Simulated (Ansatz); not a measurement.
**C4H8O2 (1,4-dioxane): HF/STO-3G**

Aim: the vertical ionisation energy of C4H8O2 (1,4-dioxane) at HF/STO-3G, from 2 runs. 

The calculation is run with Ansatz 0.2.0.

33 further runs of the same task are left out: 33 set aside as unsound or not needed. Runs told in other sessions of the task aren't counted.

## Step 1: The system as given

C4H8O2: 14 atoms, total charge 0, spin state singlet. As SMILES, `C1COCCO1`. The shape is that of a PBE0-D4/def2-TZVP optimisation. The six-membered ring is boat-like, not the chair, which as a rule lies lower.

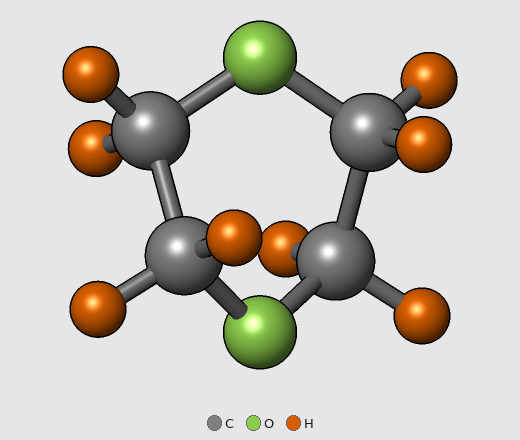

Viewed from a chosen angle; carbon grey, oxygen green, hydrogen orange.

## Step 2: A single-point energy at HF/STO-3G

Input file input.yaml:

```yaml
crystal:
  periodic: [false, false, false]
  atoms:
    - {symbol: C, position_ang: [-0.755110, 0.429840, 1.042560]}
    - {symbol: C, position_ang: [0.745370, 0.276440, 1.099920]}
    - {symbol: O, position_ang: [1.198590, -0.767220, 0.258360]}
    - {symbol: C, position_ang: [0.360900, -0.984650, -0.861440]}
    - {symbol: C, position_ang: [-0.351150, 0.278370, -1.281020]}
    - {symbol: O, position_ang: [-1.198450, 0.767440, -0.258360]}
    - {symbol: H, position_ang: [-1.233510, -0.501870, 1.375790]}
    - {symbol: H, position_ang: [-1.077050, 1.229830, 1.714480]}
    - {symbol: H, position_ang: [1.223490, 1.225060, 0.817880]}
    - {symbol: H, position_ang: [1.059510, 0.033660, 2.118500]}
    - {symbol: H, position_ang: [0.993260, -1.347710, -1.675930]}
    - {symbol: H, position_ang: [-0.377950, -1.766340, -0.635500]}
    - {symbol: H, position_ang: [0.387970, 1.043080, -1.558370]}
    - {symbol: H, position_ang: [-0.975870, 0.084070, -2.156860]}
basis:
  gaussian:
    orbitals: STO-3G
hamiltonian:
  xc: hf
output: {orbitals: {seedname: orbitals}}
accuracy: high
```

Command:

```bash
$ ansatz run input.yaml --threads 1 --pin off --max-ram 3480MiB --events-out events.jsonl --progress --plain --runs-dir runs
```

Standard output:

```text
Warning: RAYON_NUM_THREADS=1 ignored (pool sized by the plan → 1); use --threads N
Functional definition: HF
  name "HF"
  exchange = exact_x
  correlation = 0
897 factors; integrals over basis functions are off by at most 2.3e-9 eV
mean field evaluation 1: about -8213.1973 eV, gradient 3.2e1 eV
mean field evaluation 2: about -8213.6724 eV, gradient 3.2e1 eV
mean field evaluation 4: about -8217.0696 eV, gradient 1.9e0 eV
mean field evaluation 8: about -8217.0834 eV, gradient 9.6e-5 eV
mean field -8217.08338342 eV, -301.9722446015 hartree, gradient 7.7e-9 eV, S^2 0.000000; 0 other end points of the search recorded, 0 dependent functions left out
reference -8217.08338342 eV, -301.9722446015 hartree; 24, 24 occupied and 14, 14 virtual orbitals, 897 factors
Total energy: -8217.08338342 eV, -301.9722446015 hartree
```

It took 0.36 s on 1 thread of AMD EPYC 9R45 (Zen 5), shared host.

## Step 3: The doublet cation

Input file job.yaml:

```yaml
crystal:
  periodic: [false, false, false]
  atoms:
    - {symbol: C, position_ang: [-0.755110, 0.429840, 1.042560]}
    - {symbol: C, position_ang: [0.745370, 0.276440, 1.099920]}
    - {symbol: O, position_ang: [1.198590, -0.767220, 0.258360]}
    - {symbol: C, position_ang: [0.360900, -0.984650, -0.861440]}
    - {symbol: C, position_ang: [-0.351150, 0.278370, -1.281020]}
    - {symbol: O, position_ang: [-1.198450, 0.767440, -0.258360]}
    - {symbol: H, position_ang: [-1.233510, -0.501870, 1.375790]}
    - {symbol: H, position_ang: [-1.077050, 1.229830, 1.714480]}
    - {symbol: H, position_ang: [1.223490, 1.225060, 0.817880]}
    - {symbol: H, position_ang: [1.059510, 0.033660, 2.118500]}
    - {symbol: H, position_ang: [0.993260, -1.347710, -1.675930]}
    - {symbol: H, position_ang: [-0.377950, -1.766340, -0.635500]}
    - {symbol: H, position_ang: [0.387970, 1.043080, -1.558370]}
    - {symbol: H, position_ang: [-0.975870, 0.084070, -2.156860]}
basis:
  gaussian: {orbitals: STO-3G}
output: {orbitals: {seedname: orbitals}}
total_charge: 1
magnetization: {spin_polarized: true, initial_magnetization: 1}
accuracy: high
hamiltonian: {xc: hf}
```

Command:

```bash
$ ansatz run job.yaml --threads 1 --pin off --max-ram 3480MiB --events-out events.jsonl --progress --plain --runs-dir runs
```

Standard output:

```text
Warning: RAYON_NUM_THREADS=1 ignored (pool sized by the plan → 1); use --threads N
[... 4 set-up lines as earlier in the session ...]
897 factors; integrals over basis functions are off by at most 2.3e-9 eV
mean field evaluation 1: about -8205.6448 eV, gradient 2.1e1 eV
mean field evaluation 2: about -8206.0901 eV, gradient 2.1e1 eV
mean field evaluation 4: about -8209.3512 eV, gradient 1.9e0 eV
mean field evaluation 8: about -8209.4380 eV, gradient 1.7e-1 eV
mean field evaluation 16: about -8210.7395 eV, gradient 4.7e-4 eV
mean field evaluation 32: about -8210.7353 eV, gradient 3.3e-4 eV
mean field -8210.73536153 eV, -301.7389591000 hartree, gradient 2.3e-8 eV, S^2 0.758991; 1 other end points of the search recorded, 0 dependent functions left out
reference -8210.73536153 eV, -301.7389591000 hartree; 24, 23 occupied and 14, 15 virtual orbitals, 897 factors
Total energy: -8210.73536153 eV, -301.7389591000 hartree
```

It took 0.66 s on 1 thread of AMD EPYC 9R45 (Zen 5), shared host; peak memory 0.13 GiB.

## Step 4: Summary of results

At HF/STO-3G:

```
                                          quantity          value
                      singlet C4H8O2: total energy  -301.97224 Eh
                       singlet C4H8O2: HOMO energy       -8.70 eV
                       singlet C4H8O2: LUMO energy       13.93 eV
                     singlet C4H8O2: HOMO–LUMO gap       22.63 eV
                      doublet cation: total energy  -301.73896 Eh
doublet cation: HOMO energy (highest over α and β)      -14.70 eV
 doublet cation: LUMO energy (lowest over α and β)       -3.38 eV
                              doublet cation: ⟨S²⟩          0.759
vertical ionisation energy (to the doublet cation)       6.348 eV
```

Removing an electron at fixed nuclei costs 6.35 eV (146 kcal/mol). −ε(HOMO) before ionisation, 8.70 eV, is 2.35 eV above this ionisation energy. In a minimal basis such a difference can be off by several eV, whatever the method.
